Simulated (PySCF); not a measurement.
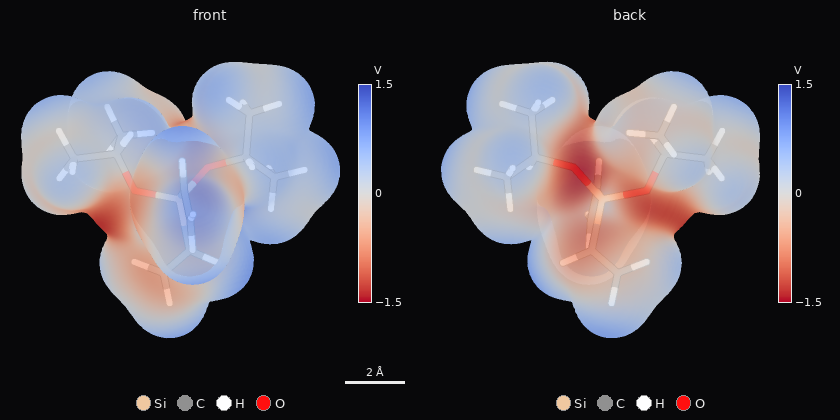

Figure 1: C₁₀H₂₀O₂Si (Si(vinyl)2(OiPr)2). The molecular electrostatic potential painted on the density surface at 0.002 e/bohr³, seen from the front and from behind; the colour scale runs from red (negative) to blue (positive).

Geometry: PBE0-D3(BJ)/def2-SVP.

Method: PBE0/pcSseg-1, SCF density, gas phase, non-relativistic (PySCF 2.14.0).

```tsv
atom	x (Å)	y (Å)	z (Å)
Si	0.6952	-0.3706	0.0973
C	0.8953	-0.4343	1.9521
C	2.0422	-0.7693	2.5560
H	0.0327	-0.1932	2.5892
H	2.9399	-1.0243	1.9804
H	2.1426	-0.8141	3.6467
C	2.3197	-0.6113	-0.7702
C	2.5231	-1.6082	-1.6395
H	3.1427	0.0908	-0.5791
H	1.7288	-2.3288	-1.8616
H	3.4765	-1.7435	-2.1633
O	-0.0531	1.0711	-0.2820
C	0.2430	2.3432	0.2607
C	-1.0635	3.0178	0.6343
C	1.0503	3.1460	-0.7445
H	0.8482	2.2217	1.1819
H	-1.6972	3.1324	-0.2591
H	-0.8875	4.0138	1.0680
H	-1.6141	2.4102	1.3675
H	1.9894	2.6292	-0.9921
H	0.4761	3.2695	-1.6757
H	1.2974	4.1435	-0.3501
O	-0.2972	-1.5668	-0.4719
C	-1.6877	-1.6594	-0.2087
C	-2.0259	-3.1203	0.0145
C	-2.4613	-1.0366	-1.3568
H	-1.9286	-1.0989	0.7171
H	-1.7813	-3.7036	-0.8868
H	-3.0964	-3.2497	0.2343
H	-1.4422	-3.5261	0.8535
H	-2.1723	0.0172	-1.4746
H	-2.2331	-1.5674	-2.2943
H	-3.5463	-1.0917	-1.1788
```

**Which sites attract a positive test charge, and which a negative one?**

A positive charge is drawn to the negative regions and a negative charge to the positive ones. The most negative region (about −1.3 V, or −30 kcal/mol for a unit charge) lies over O12 and O23, the most positive (about +0.8 V, or +18 kcal/mol for a unit charge) over the C, H and Si atoms.

**How polar is the molecule by this calculation?**

Its dipole moment is 1.51 D.
